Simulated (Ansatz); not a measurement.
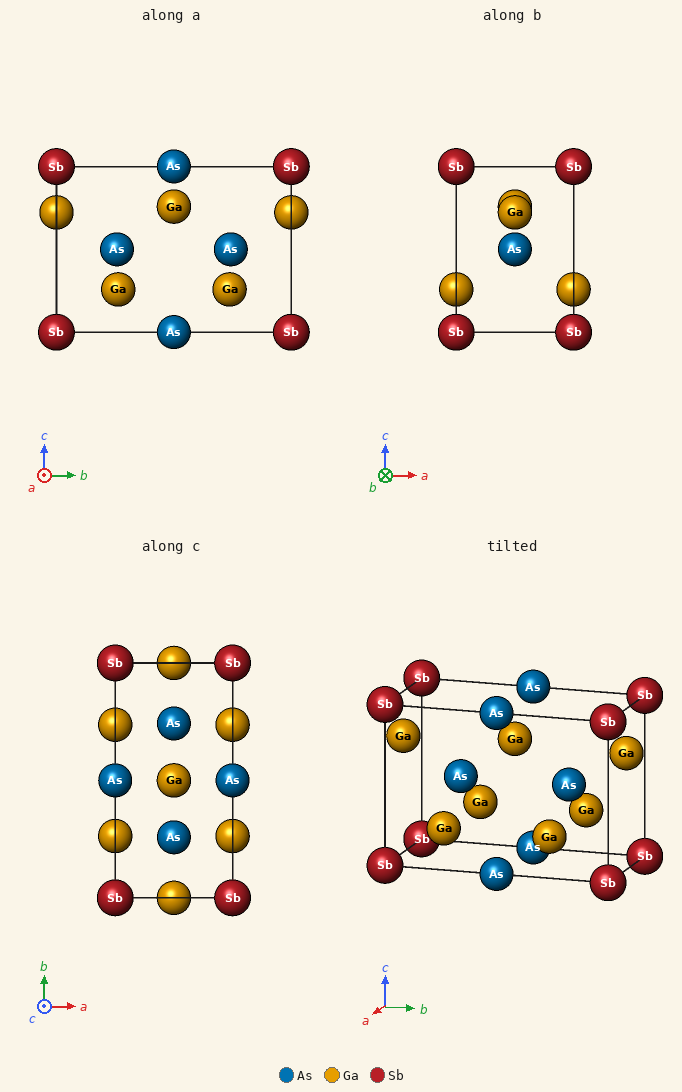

Spheres-only drawing of the structure, looking along the a axis, along the b axis, along the c axis and slightly off an axis. The conventional unit cell is outlined; an atom on or near a face, edge or corner is repeated at each equivalent position.

Lattice parameters: a = 4.149 Å, b = 8.304 Å, c = 5.857 Å, α = 90.00°, β = 90.00°, γ = 90.00°. Put a along x and b in the xy plane.

Give the structure in the form of a POSCAR file, with free fractional coordinates to two decimals.

```
As Ga Sb
1.0
     4.149    0.000    0.000
     0.000    8.304    0.000
     0.000    0.000    5.857
As Ga Sb
3 4 1
Direct
  0.50 0.74 0.50
  0.00 0.50 0.00
  0.50 0.26 0.50
  0.00 0.74 0.26
  0.50 0.50 0.76
  0.00 0.26 0.26
  0.50 0.00 0.72
  0.00 0.00 0.00
```

Its origin is a structure type filled with these elements by a generator (whether the compound takes this form wasn't checked). The final geometry of a relaxation with DFT, PBE, plane waves, PAW in Ansatz is shown.
